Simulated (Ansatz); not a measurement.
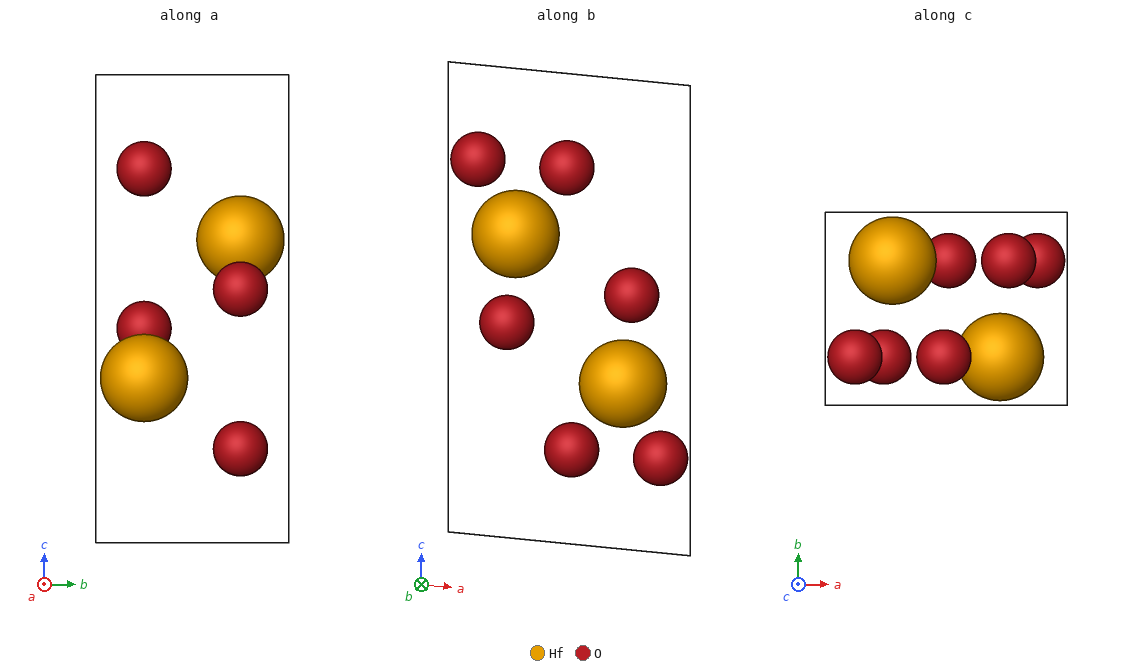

Spheres-only drawing of the structure, looking along the a axis, along the b axis and along the c axis. Atoms at the boundary of the conventional unit cell (the box) are drawn once for each face, edge or corner they touch.

Lattice parameters: a = 4.0847 Å, b = 3.2384 Å, c = 7.8968 Å, α = 90.000°, β = 95.636°, γ = 90.000°.

From the views, write a CIF with its space group and independent sites, with free fractional coordinates to two decimals.

Answer.
```cif
data_structure
_symmetry_space_group_name_H-M 'P 21/m'
_symmetry_Int_Tables_number 11
_cell_length_a 4.0847
_cell_length_b 3.2384
_cell_length_c 7.8968
_cell_angle_alpha 90.000
_cell_angle_beta 95.636
_cell_angle_gamma 90.000
_cell_volume 103.95
loop_
_atom_site_label
_atom_site_type_symbol
_atom_site_symmetry_multiplicity
_atom_site_Wyckoff_symbol
_atom_site_fract_x
_atom_site_fract_y
_atom_site_fract_z
_atom_site_occupancy
Hf1 Hf 2 e 0.28 0.75 0.65 1
O1 O 2 e 0.88 0.75 0.20 1
O2 O 2 e 0.24 0.25 0.46 1
O3 O 2 e 0.49 0.25 0.80 1
```

Origin of the cell: a structure type filled with these elements by a generator (whether the compound takes this form wasn't checked). Earlier steps of the study, as a rule a relaxation of our own, may have changed the cell and positions, so they can lie some per cent off the listed ones. It went into a calculation with Ansatz.
